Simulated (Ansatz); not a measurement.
# Ta(100) with 4 thermally displaced layers, 2x2: scattering by thermal displacements, part 3 of 3

How much do lattice vibrations at 500 K scatter the electrons of Ta? Layers with random displacements are laid between perfect leads, and the resistance is followed against their length. The measured value for the pure metal at this temperature is 22.9 µΩ cm (CRC Handbook of Chemistry and Physics, 84th ed., 2003, Electrical Resistivity of Pure Metals).

Ansatz 0.2.0; Ansatz plane-wave DFT, PBE, PAW files; ballistic transport by layer matching (Landauer), zero bias; PAW set soft_1.

So far, open channels per spin nearest the Fermi level: step 2 (with 4 displaced layers) 10.5.

## 4. With 12 displaced layers

System of this step: Ta(100) with 12 thermally displaced layers, 2x2. The cell holds 88 atoms: 88 Ta. Its edges and angles: a = 6.605 Å, b = 6.605 Å, c = 36.328 Å, α = 90.0°, β = 90.0°, γ = 90.0°. It derives from Ta. Regions: lead, 40 atoms (40 Ta); scattering region, 48 atoms (48 Ta). The structure is stacked along c, and the current runs across the ab planes.

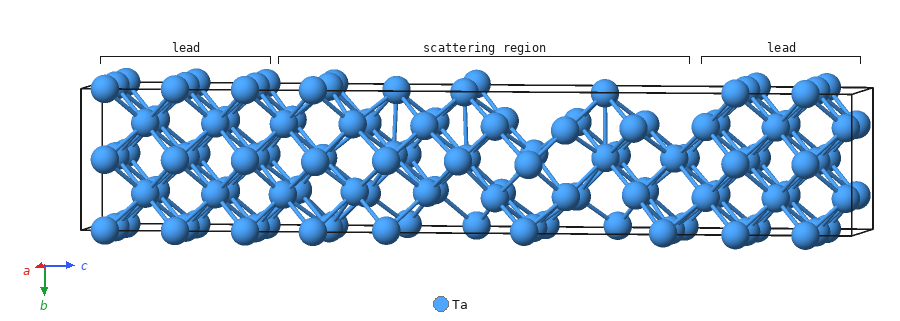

The cell of this step (tantalum blue). Some periodic images of atoms are drawn too.

input.yaml reads:

```yaml
crystal:
  lattice:
    - [6.60512, 0.0, 0.0]
    - [0.0, 6.60512, 0.0]
    - [0.0, 0.0, 36.32816]
  atoms:
    - { symbol: Ta, position: [0.0, 0.0, 0.0227272727] }
    - { symbol: Ta, position: [0.0, 0.5, 0.0227272727] }
    - { symbol: Ta, position: [0.5, 0.0, 0.0227272727] }
    - { symbol: Ta, position: [0.5, 0.5, 0.0227272727] }
    - { symbol: Ta, position: [0.25, 0.25, 0.0681818182] }
    - { symbol: Ta, position: [0.25, 0.75, 0.0681818182] }
    - { symbol: Ta, position: [0.75, 0.25, 0.0681818182] }
    - { symbol: Ta, position: [0.75, 0.75, 0.0681818182] }
    - { symbol: Ta, position: [0.0, 0.0, 0.1136363636] }
    - { symbol: Ta, position: [0.0, 0.5, 0.1136363636] }
    - { symbol: Ta, position: [0.5, 0.0, 0.1136363636] }
    - { symbol: Ta, position: [0.5, 0.5, 0.1136363636] }
    - { symbol: Ta, position: [0.25, 0.25, 0.1590909091] }
    - { symbol: Ta, position: [0.25, 0.75, 0.1590909091] }
    - { symbol: Ta, position: [0.75, 0.25, 0.1590909091] }
    - { symbol: Ta, position: [0.75, 0.75, 0.1590909091] }
    - { symbol: Ta, position: [0.0, 0.0, 0.2045454545] }
    - { symbol: Ta, position: [0.0, 0.5, 0.2045454545] }
    - { symbol: Ta, position: [0.5, 0.0, 0.2045454545] }
    - { symbol: Ta, position: [0.5, 0.5, 0.2045454545] }
    - { symbol: Ta, position: [0.2540534301, 0.2454453186, 0.2456123398] }
    - { symbol: Ta, position: [0.2486178504, 0.7398004826, 0.2524922707] }
    - { symbol: Ta, position: [0.7463354955, 0.2510593189, 0.2480396966] }
    - { symbol: Ta, position: [0.7435200991, 0.7498536431, 0.2465727805] }
    - { symbol: Ta, position: [0.003815754, 0.998653922, 0.2927187235] }
    - { symbol: Ta, position: [0.9695659469, 0.5065107338, 0.2947679271] }
    - { symbol: Ta, position: [0.4932740876, 0.9970031507, 0.2996457167] }
    - { symbol: Ta, position: [0.4993680158, 0.5010992157, 0.2920234089] }
    - { symbol: Ta, position: [0.2709050611, 0.2616431054, 0.3433708393] }
    - { symbol: Ta, position: [0.2506049765, 0.761632532, 0.3417649799] }
    - { symbol: Ta, position: [0.7577814916, 0.248068641, 0.337508376] }
    - { symbol: Ta, position: [0.7630563668, 0.7254449765, 0.3403554829] }
    - { symbol: Ta, position: [0.9974045689, 0.9867658969, 0.3877783009] }
    - { symbol: Ta, position: [0.9974577762, 0.4944560539, 0.3875630719] }
    - { symbol: Ta, position: [0.493952117, 0.0176264327, 0.3871745518] }
    - { symbol: Ta, position: [0.4939806199, 0.4753268899, 0.3833462457] }
    - { symbol: Ta, position: [0.2637920993, 0.2493578244, 0.4311649248] }
    - { symbol: Ta, position: [0.2708531905, 0.7337229254, 0.4304668883] }
    - { symbol: Ta, position: [0.7440027682, 0.257440737, 0.4302872011] }
    - { symbol: Ta, position: [0.7422156052, 0.7296303342, 0.4335010162] }
    - { symbol: Ta, position: [0.0102300691, 0.9939546841, 0.477649603] }
    - { symbol: Ta, position: [0.983596063, 0.494012597, 0.4804520859] }
    - { symbol: Ta, position: [0.5017224501, 0.0293189732, 0.4754564304] }
    - { symbol: Ta, position: [0.5073639249, 0.4975189921, 0.4785782439] }
    - { symbol: Ta, position: [0.2499084864, 0.2428782841, 0.5207254128] }
    - { symbol: Ta, position: [0.2889086174, 0.7490184758, 0.5180742134] }
    - { symbol: Ta, position: [0.741769129, 0.2586044593, 0.5215735988] }
    - { symbol: Ta, position: [0.7672643335, 0.7627206339, 0.5223757804] }
    - { symbol: Ta, position: [0.9940074856, 0.9872488749, 0.5665667791] }
    - { symbol: Ta, position: [0.9813055207, 0.515284029, 0.5718520564] }
    - { symbol: Ta, position: [0.4840593575, 0.9850042075, 0.5641013149] }
    - { symbol: Ta, position: [0.4877684977, 0.4605799668, 0.5655462277] }
    - { symbol: Ta, position: [0.2664581149, 0.2456133467, 0.6156081535] }
    - { symbol: Ta, position: [0.2437948851, 0.7723432189, 0.6140960211] }
    - { symbol: Ta, position: [0.7451523148, 0.2823907696, 0.6128877068] }
    - { symbol: Ta, position: [0.7345024323, 0.7525622782, 0.6135467592] }
    - { symbol: Ta, position: [0.0135318711, 0.9883042818, 0.6609476397] }
    - { symbol: Ta, position: [0.0108215481, 0.4915269152, 0.6594675634] }
    - { symbol: Ta, position: [0.4894575921, 0.029768772, 0.6574662416] }
    - { symbol: Ta, position: [0.494250395, 0.4864743031, 0.6582923004] }
    - { symbol: Ta, position: [0.249925432, 0.2597433972, 0.7031368732] }
    - { symbol: Ta, position: [0.2476424914, 0.7320244676, 0.702636382] }
    - { symbol: Ta, position: [0.7849717472, 0.2632135836, 0.7027424678] }
    - { symbol: Ta, position: [0.7330281624, 0.7376196594, 0.704495407] }
    - { symbol: Ta, position: [0.0004407026, 0.9905539156, 0.7470314752] }
    - { symbol: Ta, position: [0.0180502667, 0.5057319784, 0.7491357558] }
    - { symbol: Ta, position: [0.4971997653, 0.9932801529, 0.743225636] }
    - { symbol: Ta, position: [0.5014677716, 0.4864145781, 0.7476864975] }
    - { symbol: Ta, position: [0.25, 0.25, 0.7954545455] }
    - { symbol: Ta, position: [0.25, 0.75, 0.7954545455] }
    - { symbol: Ta, position: [0.75, 0.25, 0.7954545455] }
    - { symbol: Ta, position: [0.75, 0.75, 0.7954545455] }
    - { symbol: Ta, position: [0.0, 0.0, 0.8409090909] }
    - { symbol: Ta, position: [0.0, 0.5, 0.8409090909] }
    - { symbol: Ta, position: [0.5, 0.0, 0.8409090909] }
    - { symbol: Ta, position: [0.5, 0.5, 0.8409090909] }
    - { symbol: Ta, position: [0.25, 0.25, 0.8863636364] }
    - { symbol: Ta, position: [0.25, 0.75, 0.8863636364] }
    - { symbol: Ta, position: [0.75, 0.25, 0.8863636364] }
    - { symbol: Ta, position: [0.75, 0.75, 0.8863636364] }
    - { symbol: Ta, position: [0.0, 0.0, 0.9318181818] }
    - { symbol: Ta, position: [0.0, 0.5, 0.9318181818] }
    - { symbol: Ta, position: [0.5, 0.0, 0.9318181818] }
    - { symbol: Ta, position: [0.5, 0.5, 0.9318181818] }
    - { symbol: Ta, position: [0.25, 0.25, 0.9772727273] }
    - { symbol: Ta, position: [0.25, 0.75, 0.9772727273] }
    - { symbol: Ta, position: [0.75, 0.25, 0.9772727273] }
    - { symbol: Ta, position: [0.75, 0.75, 0.9772727273] }
kpoints:
  mp_grid: { grid: [4, 4, 1] }
hamiltonian:
  xc: pbe
  pseudopotentials: { kind: paw, azcp: { folder: soft_1 } }
scf:
  occupations: { method: fermi_dirac, width: 0.1 }
output:
  transmission: { leads: [[0, 4]], kmesh: [8, 8], e_range: [-0.05, 0.05], de: 0.05 }
  write_potential: true
  write_density: true
  volumetric_format: npy
```

Started as:

```
$ ansatz run input.yaml --threads 4 --pin off --max-ram 15360MiB --backend cpu --events-out ev --progress --plain --runs-dir out
```

Numbers of over 12 decimals in the logs are rounded to 6 here.

The log of the run:

```text
[...]
Crystal: 88 atoms, lattice volume = 1584.911 Å³
Basis set: ecut = 420 eV, 30897 PW (Γ)
Bands: 687, of which v1, the nominal top of the filled ones, is band 572 counted from 1 (571 counted from 0)
Symmetry: 1 space group operations
[...]
k-points: 10 of 16 (time reversal used)
[...]
SCF iter   1: F=—  HF=-874131.381768 eV  |F-HF|=—  |Δ(HF+E_count)|=         —  Δρ=4.33e-2  dr2=5.82e1  ethr=3.10e-3  ⟨swp⟩=6.0  Hψ=27096  notcnv=0  defer=77
[...]
SCF iter   8: F=-874119.709565 eV  HF=-874119.709565 eV  |F-HF|=2.33e-9  |Δ(HF+E_count)|=   4.19e-9  Δρ=5.37e-7  dr2=4.74e-9  ethr=8.74e-12  ⟨swp⟩=2.0  Hψ=12684  notcnv=0
SCF 1 converged in 8 iterations: F = -874119.709565 eV  dr2 = 4.74e-9
[...]
transmission: 228 of 2278 steps passed
transmission: 456 of 2278 steps passed
[...]
transmission: 2278 of 2278 steps passed
SCF converged after 8 iterations
Free energy (F): -874119.709565 eV
[...]
Internal energy: -874116.076995 eV  (E = F + TS)
E sigma→0 (E₀):  -874117.893280 eV
Entropy (-TS):   -3.632571 eV (-41.279 meV/atom)
Fermi energy:    18.557774 eV
[...]
--- Band table (eV; the first three rows and the last of 10) ---
  k-point 0: bands = [... 568 lower, 19.2052, 19.2116, 19.2160, 19.2297, 19.2405, 19.2437, 19.2551, 19.2609, ... 111 higher]
  k-point 1: bands = [... 568 lower, 18.8570, 18.8704, 18.8834, 18.8905, 18.9143, 18.9169, 18.9446, 18.9612, ... 111 higher]
  k-point 2: bands = [... 568 lower, 18.4041, 18.4129, 18.4446, 18.4551, 18.4631, 18.5209, 18.5559, 18.5704, ... 111 higher]
  k-point 9: bands = [... 568 lower, 17.8952, 17.9115, 17.9220, 17.9292, 17.9380, 17.9430, 17.9461, 17.9582, ... 111 higher]
--- Transmission ---
  basis      : 377 plane waves across, 67 finite elements along
  points     : 34, standing for a mesh of 8 x 8
[...]
channels       : 1.048438e1 a spin
[...]
junction   : crystal 0 to crystal 0, 0.70 to 35.37 Å
    transmission   : 4.824600e0 a spin
[...]
```

Elapsed: 39 min, on 4 threads of Arm Neoverse V2, shared host; peak memory 8.7 GiB; 2.2 h of CPU time.

Numbers from this step:

```
free energy                                   : -874119.7096 eV
energy at zero smearing                       : -874117.8933 eV
Fermi energy                                  : 18.56 eV
transmission per spin nearest the Fermi level : 4.825
step of the lead's potential                  : 5.5 meV
```

Per spin. Table of transmission, zone mean by energy, zero at the Fermi level:

```
energy (eV)  transmission, zone mean
    -0.0500                     4.84
     0.0000                     4.82
     0.0500                     4.62
```

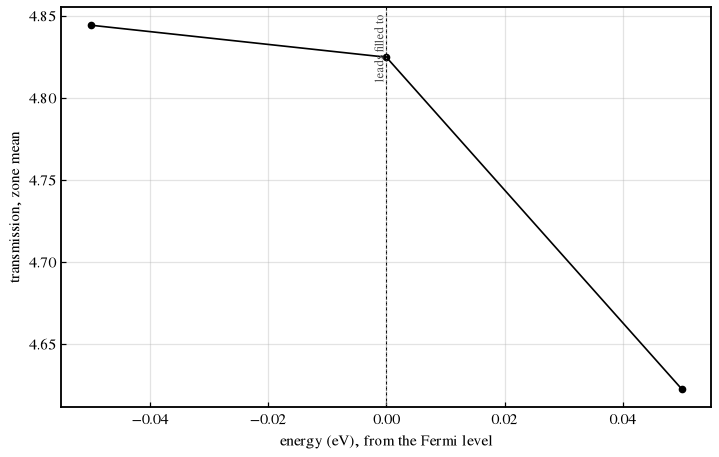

Transmission, zone mean, plotted against energy.

Over the solved energies the transmission per spin lies between 4.62 and 4.84, out of 10.2 channels of the lead on average (up to 10.5).

## 5. Resistance against length

This step: Ansatz plane-wave DFT, PBE, PAW files; ballistic transport by layer matching (Landauer), zero bias; resistivity from the slope of the area resistance; PAW set soft_1 (Ansatz 0.2.0).

Numbers from this step:

| Quantity | Value |
| --- | --- |
| resistivity | 32.48 µΩ cm |
| intercept | -0.02140 fΩ m² |
| scatter about the fit | 0.01213 fΩ m² |

Resistance, by row:

```
run  length (Å)      T  channels N  RA (fΩ m²)
 n4       6.605  7.495       10.24      0.2017
 n8       13.21  5.979       10.21      0.3905
n12       19.82  4.764       10.21      0.6307
```

The area resistance by length of the displaced region:

```
length of the displaced region (Å)  area resistance (fΩ m²)
                              6.61                    0.202
                             13.21                    0.390
                             19.82                    0.631
```

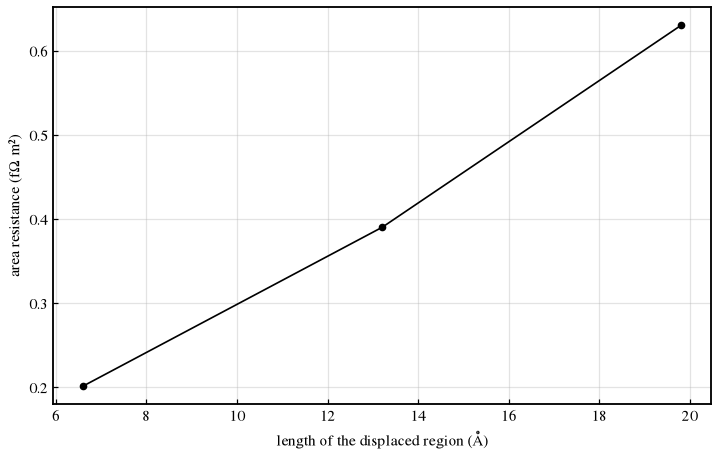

Area resistance, plotted against length of the displaced region.

The area resistance goes from 0.20 to 0.63 fΩ m² between 6.6 and 19.8 Å, a slope of 32 µΩ cm.

By hand from the end points: (0.6307 − 0.2017) fΩ m² / (19.82 − 6.61) Å = 32 µΩ cm, since 1 fΩ m² per Å is 1000 µΩ cm.

## 6. Summary of results

* resistivity from the slope: 32.5 µΩ cm
* area resistance over 6.61 Å: 0.202 fΩ m²
* area resistance over 13.2 Å: 0.390 fΩ m²
* area resistance over 19.8 Å: 0.631 fΩ m²

In words: The slope gives 32 µΩ cm. The points scatter by 0.012 fΩ m² about the line, with one random draw a length in a 2x2 cell, so the slope is a rough value. The mean square of the displacements drawn is 0.78, 0.99 and 1.2 of the nominal one at the three lengths; with each resistance scaled back by that, the slope is 21 µΩ cm, the value used below. Read with a model of isotropic scattering on a spherical Fermi surface and the lead's 1.8×10¹⁵ S/m², this slope means a mean free path near 20 Å; over these lengths the model's slope is 1.04 times its bulk resistivity, which would be 20 µΩ cm. Uncorrelated displacements put too much weight on short waves, which scatter strongly; with the sideways repeat of a small cell, one draw and three short lengths, the method is good to a factor of two or three. The measured value is 22.9 µΩ cm (CRC Handbook of Chemistry and Physics, 84th ed., 2003, Electrical Resistivity of Pure Metals); the scaled slope is 0.92 times that and the corrected value 0.88: fair for so small a cell. Spin-orbit coupling is left out, which matters for Ta.

[Logs are printed without paths, hosts, clocks, repeated set-up lines and the standing remarks that a program may print on its own settings, such as how far it seeks lower states.]

[Hosts, paths, dates, database ids (printed as entryN), source tags and the programs' standing remarks are cut or masked in the printed files.]
